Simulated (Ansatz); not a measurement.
# What SnSe2 monolayer (2H) distorts into, part 3 of 3

Which phase does SnSe2 monolayer (2H) fall into along its unstable mode, and how much energy does it gain?

Ansatz 0.2.0; DFT PBE, scalar-relativistic, plane waves, PAW; PAW set soft_1.

So far. Step 5 (Energy along the mode, all amplitudes (two of the runs …): The lowest of the steps tried is at 0.32 Å, 35.3 meV/atom below the parent; the bottom of the well need not coincide with a step. Step 7 (The new phase in its own primitive cell): The largest force component left is 0.24 meV/Å, within the tolerances set.

## Step 8: Modes of the new phase, k-mesh 9×9×1, occupations fixed

A relaxed structure may still be a saddle point, so its zone-centre modes are computed. The response to a homogeneous field gives the Born charges and the dielectric tensor, and its change with displacement the Raman tensors.

File input.yaml:

```yaml
crystal:
  lattice:
    - [3.8682441605, 0.0, 0.0]
    - [-1.9341220803, 3.3499977111, 0.0]
    - [0.0, 0.0, 30.46]
  atoms:
    - { symbol: Sn, position: [0.2222222222, 0.4444444445, 0.3282994091] }
    - { symbol: Se, position: [0.8888888889, 0.7777777778, 0.3806618032] }
    - { symbol: Se, position: [0.5555555556, 0.1111111111, 0.275937015] }
  periodic: [true, true, false]
kpoints:
  mp_grid: { grid: [9, 9, 1] }
hamiltonian:
  xc: pbe
  pseudopotentials: { kind: paw, azcp: { folder: soft_1 } }
scf:
  occupations: { method: fixed }
output:
  eigenvalues: true
phonons:
  method: dfpt
  dielectric: true
  raman: true
```

The run is started by

```sh
> ansatz run input.yaml --threads 4 --pin off --max-ram 16384MiB --backend cpu --events-out ev --progress --plain --runs-dir out
```

Numbers of over 12 decimals in the logs are rounded to 6 here.

The log of the run:

```text
Warning: phonons.dielectric: true without phonons.rigid_motions: the static dielectric tensor ε⁰ will be withheld (ε∞, Z* and the rows of modes are given); for a crystal or a slab, whose only rigid motions are the translations, set phonons.rigid_motions: translations
[...]
Crystal: 3 atoms, lattice volume = 394.719 Å³
Basis set: ecut = 420 eV, 7745 PW (Γ), exchange–correlation on 54×54×432 points (8 copies of the dense FFT grid, shifted against one another)
Bands: 28, of which v1, the nominal top of the filled ones, is band 23 counted from 1 (22 counted from 0)
Symmetry: 12 space group operations
k-points: 25 of 81 (irreducible under 2 space group operations, time reversal used)
[...]
SCF iter  10: F=-16963.482616 eV  HF=-16963.482616 eV  |F-HF|=9.82e-11  |Δ(HF+E_count)|=  3.27e-11  Δρ=6.60e-8  dr2=2.32e-11  ethr=1.00e-12  ⟨swp⟩=26.5  Hψ=7400  notcnv=0
SCF 1 converged in 10 iterations: F = -16963.482616 eV  dr2 = 2.32e-11
[...]
NSCF: frozen V_eff on 2 k-points
DFPT response loops at Γ: preconditioner auto → none (the input reference at scf.mixing.eps_inf says where Resta's filter doesn't serve); β = 0.50; Broyden in place of MSR1
── the response to a field inside a basis, on 16×16×2 k-points: an SCF that follows is theirs, and a resumed run solves both again ──
Bands: 24, of which v1, the nominal top of the filled ones, is band 23 counted from 1 (22 counted from 0)
k-points: 136
[...]
Eigensolver: Dense (136 Hₖ)
SCF iter   1: F=—  HF=-16963.465603 eV  |F-HF|=—  |Δ(HF+E_count)|=         —  Δρ=7.95e-5  dr2=7.68e-6  ethr=1.00e-1
[...]
SCF iter   6: F=-16963.465609 eV  HF=-16963.465609 eV  |F-HF|=5.09e-11  |Δ(HF+E_count)|=   1.46e-9  Δρ=6.68e-8  dr2=1.74e-11  ethr=2.96e-12
SCF 1 converged in 6 iterations: F = -16963.465609 eV  dr2 = 1.74e-11
[...]
SCF converged after 10 iterations
Free energy (F): -16963.482616 eV
[...]
Internal energy: -16963.482616 eV  (E = F + TS)
E sigma→0 (E₀):  -16963.482616 eV
Fermi energy:    -6.049151 eV
[...]
--- Band table (eV; the first three rows and the last of 25) ---
  k-point 0: bands = [... 19 lower, -6.5108, -6.5108, -6.1315, -6.1315, -4.5446, -2.9956, -1.4758, -1.4758, ... 1 higher]
  k-point 1: bands = [... 19 lower, -7.0328, -6.8685, -6.6984, -6.0492, -4.0073, -2.3862, -1.5994 (-1.5994°), -1.2097, ... 1 higher]
  k-point 2: bands = [... 19 lower, -7.6694, -7.4341, -6.8513, -6.1060, -4.0831, -2.0728, -0.7078 (-0.7078°), -0.6943, ... 1 higher]
  k-point 24: bands = [... 19 lower, -9.0939, -8.0648, -7.1881, -6.4569, -4.0831, -1.3076, -0.5689, -0.1407, ... 1 higher]
  ° read free of the cell's end (the report's vacuum.weakly_bound_levels)
--- Phonons (Γ-DFPT): 6 representative perturbations + reference, on 25 of 81 k-points (Σ response iterations 21) ---
  ASR residual: 8.857e-5 → 0.000e0 eV/Å²; symmetrization residual: 5.193e-5 eV/Å²
[...]
ASR residual per site (eV/Å²): 8.86e-5 4.44e-5 2.86e-5
  Γ frequencies (cm⁻¹): 0.00 0.00 0.00 104.41 104.41 137.77 137.77 176.68 247.99
  ε∞ (high-frequency dielectric tensor):
        3.058376     0.000000     0.000000
        0.000000     3.058376    -0.000000
        0.000000    -0.000000     1.173733
  α∞ (the layer's polarisability for a field applied outside it; Å, Gaussian; ε∞ is over the cell's 30.460 Å):
        4.989360     0.000000     0.000000
        0.000000     4.989360    -0.000000
        0.000000    -0.000000     0.421116
  ε⁰ (static dielectric tensor): not given — the deck does not say what the cell's rigid motions are, and on a molecule in a box or a wire the rigid rotations would enter the sum over the modes at Γ. For a crystal or a slab, whose only rigid motions are the translations, set phonons.rigid_motions: translations.
  Born effective charges Z* (e; rows j = field, columns β = displacement):
    site 0:
         4.98420    0.00000    0.00000
         0.00000    4.98420    0.00000
         0.00000    0.00000    0.28894
    site 1:
        -2.49210   -0.00000   -0.00000
        -0.00000   -2.49210   -0.00000
        -0.00000   -0.00000   -0.14447
    site 2:
        -2.49210   -0.00000   -0.00000
        -0.00000   -2.49210   -0.00000
        -0.00000   -0.00000   -0.14447
  Z* charge neutrality: 2.976e-3 e pre-enforcement
  solved inside a basis spanned on kpoints, on 16×16×2 k-points transformed towards the longest dipole: ε∞ is read to err by 1.4e-2, Z* by 4.9e-2 e (field_mesh: kpoints solves on kpoints); Z* is corrected for what the basis lacks
  Raman tensors (in the event stream and the table raman_tensors.tsv): an entry may err by 6.7e-1 Å², one of the second-order susceptibility by 1.7e-19 pm/V (basis, points and sum rule); their sum over the sites missed zero by 1.776e-15 Å² ahead of its enforcement
  optical modes at Γ without the LO–TO term, one row a degenerate level:
      ω (cm⁻¹)  modes    IR ((D/Å)²/amu)  static Raman (Å⁴/amu)  depolarisation
        104.41      2             0.0000                52.8440           0.750
        137.77      2            16.9135                 0.0000               —
        176.68      1             0.0000              1109.7000           0.117
        247.99      1             0.0284                 0.0000               —
```

Run time: 22 min. Hardware: 4 threads of Arm Neoverse V1, shared host; peak memory 4.1 GiB.

This step gave:

```
sum-rule residual before enforcement                    : 8.86e-5 eV/Å²
miss of the charge sum rule                             : 0.002976 e
estimated error of the dielectric tensor                : 0.01355
estimated error of the Born charges                     : 0.04948 e
point group                                             : -3m
highest optical mode at the zone centre (no LO-TO term) : 248.0 cm⁻¹
lowest optical zone-centre mode                         : 104.4 cm⁻¹
largest Born charge (third of the trace)                : 3.419 e
```

Without the LO-TO term. Patterns of degenerate modes are one choice out of their space. Modes at Γ, with each element's share of the kinetic energy:

```tsv
mode	frequency (cm⁻¹)	symmetry	Sn %	Se %
1	0.0	acoustic	43	57
2	0.0	acoustic	43	57
3	0.0	acoustic	43	57
4	104.4	Eg	0	100
5	104.4	Eg	0	100
6	137.8	Eu	57	43
7	137.8	Eu	57	43
8	176.7	A1g	0	100
9	248.0	A2u	57	43
```

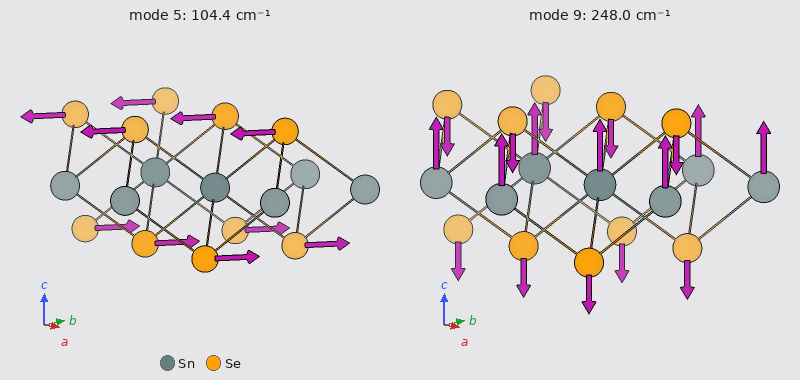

Displacement patterns of modes 5 and 9 at Γ; arrows are exaggerated. 2×1×1 cells are drawn. Some periodic images of atoms are drawn too.

High-frequency dielectric tensor, averaged over the cell of height 30.5 Å or as lengthened by the program, vacuum included. Tensor:

```tsv
	x	y	z
x	3.058	0	0
y	0	3.058	0
z	0	0	1.174
```

Born charge (rows field, columns displacement) (e), principal values of the symmetric part by kind of site:

```tsv
atom	atoms with these values	low	middle	high	mean
Sn1	1	0.29	4.98	4.98	3.42
Se2	2	-2.49	-2.49	-0.14	-1.71
```

In full for Sn1:

```
4.98 0.00 0.00
0.00 4.98 0.00
0.00 0.00 0.29
```

Transverse modes. Infrared lines, with heights relative to the strongest:

```tsv
position (cm⁻¹)	label	relative intensity
104	Eg	0.0
138	Eu	100
177	A1g	0.0
248	A2u	0.2
```

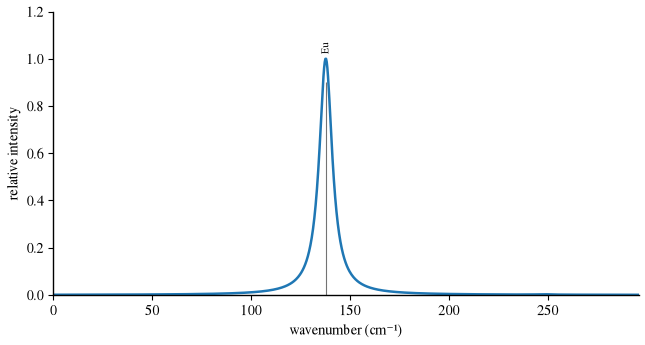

The infrared spectrum, broadened with Lorentzians of width 8 cm⁻¹; bars mark the lines.

Activity x (w_L - w)^4 (n + 1)/w, 532 nm, 300 K; the tensors are static ones, while 532 nm light lies above the computed direct gap, where resonance would change the heights. Raman lines, with heights relative to the strongest:

```tsv
position (cm⁻¹)	label	relative intensity
104	Eg	12
138	Eu	0.0
177	A1g	100
248	A2u	0.0
```

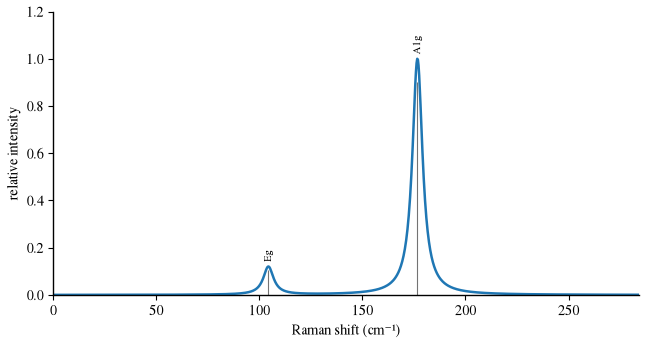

The Raman spectrum, broadened with Lorentzians of width 6 cm⁻¹; bars mark the lines.

Before it was imposed, the acoustic sum rule was missed by 8.9e-5 eV/Å² and the charge sum rule by 0.0030 e. Small misses are needed for a sound result but don't prove that mesh and cutoff are converged. The lowest optical mode is real, 104 cm⁻¹.

## Step 9: What came out

| Item | Value |
| --- | --- |
| unstable mode of the parent | q = (0, 0, 0), 85i cm⁻¹ |
| depth at the lowest point sampled | 35.3 meV/atom |
| largest atomic shift at that point | 0.32 Å |
| space group reached (within 0.01 Å) | P-3m1 |
| energy gained over the parent (first relaxation, on the mesh of the frozen mode) | 263 meV/atom |
| area per atom, phase reached | 4.32 Å² |
| gap on the k-mesh, phase reached | 0.846 eV |
| lowest optical zone-centre mode, phase reached | 104 cm⁻¹ |
| highest optical mode at the zone centre (no LO-TO term), phase reached | 248 cm⁻¹ |

What this shows: Along this mode the structure falls into P-3m1, 263 meV/atom below the parent. At the parent's cell the well is 35.34 meV/atom deep on the steps tried, with its lowest point at a shift of 0.32 Å. Relaxing atoms and cell changes the gain by +227.68 meV/atom against the lowest step (energies at zero smearing). Most of the total comes from this relaxation. The new phase has no imaginary mode at the zone centre of its cell; other wavevectors were not checked. Of the 3 patterns followed to their end from this parent, this one reaches the lowest energy. Each path keeps the symmetry of its pattern, so a lower phase may lie along a pattern not tried. With no gap, or one that is small against the smearing, the frequencies hang on the k mesh and the smearing, most of all near Kohn anomalies. In a sheet or slab the interpolated bending branch near Γ is rough, since the rotational sum rule isn't imposed. Dielectric tensors refer to the cell with its vacuum. A semilocal functional can close a gap that the real compound would have, so the metallic treatment may be an artefact of the level. Spin-orbit coupling is left out, which can matter for the heavy elements here. A phonon run warned that its eigensolver left some bands unconverged in a pass. The starting cell was built on a prototype and not taken from a measurement.

[Logs are printed without paths, hosts, clocks, repeated set-up lines and the standing remarks that a program may print on its own settings, such as how far it seeks lower states.]

[Hosts, paths, dates, database ids (printed as entryN), source tags and the programs' standing remarks are cut or masked in the printed files.]
